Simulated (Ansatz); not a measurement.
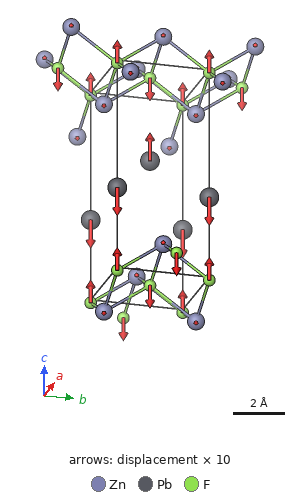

A relaxation of crystalline ZnPbF (a generated structure, set up in Pmmn) (coarse preliminary run). The starting structure is drawn; red arrows show the displacements (the part carried along by the change of the cell is left out), magnified 10 times.

A ball-and-stick model of the cell of the calculation, seen from a free direction.

These are results of DFT PBE, scalar-relativistic, plane waves, PAW (Ansatz 0.2.0), not measurements. Settings: plane-wave cutoff 420 eV; k-point mesh 6 × 4 × 2; occupations gaussian; smearing width 0.1 eV; no spin polarisation; cell and atoms relaxed; force threshold 0.04 eV/Å; at most 70 steps.

What did the optimiser do to the structure, and how much energy did it gain?

The largest moves relative to the cell, 0.12 Å, are those of Pb atoms. Largest moves by element: Pb 0.12 Å, F 0.10 Å, Zn 0.02 Å. The drawn cell changes as follows: a 3.723 → 3.469 Å (−6.8 %), b 3.808 → 4.055 Å (+6.5 %), c 8.823 → 8.899 Å (+0.9 %); the volume changes by +0.1 %. Near-neighbour distances that change, for instance: F–Zn 2.318 → 2.383 Å, F–Zn 2.145 → 2.105 Å. Among the angles between lasting bonds that change: F–Zn–F 120.4° → 111.0°, Zn–F–Zn 120.4° → 111.0°. The space group stays Pmmn (No. 59). The energy falls by 31.0 meV per atom in 4 accepted moves (5 points after the start). Largest force component: 0.28 eV/Å at the start, 0.03 eV/Å at the end. Pressure: 0.73 GPa at the start and 0.09 GPa at the end. At 1 point the geometry stayed and the basis and grid were re-selected for the new cell (energy shift of 2.0 meV per atom at most each time). The run took 97 s on 1 thread of Arm Neoverse N1, on a shared host, peak memory 0.44 GiB.

Limits of the set-up: the k-point mesh is coarse for a cell with partly filled bands; layers or molecules are held without a dispersion correction, so their spacing is unreliable.
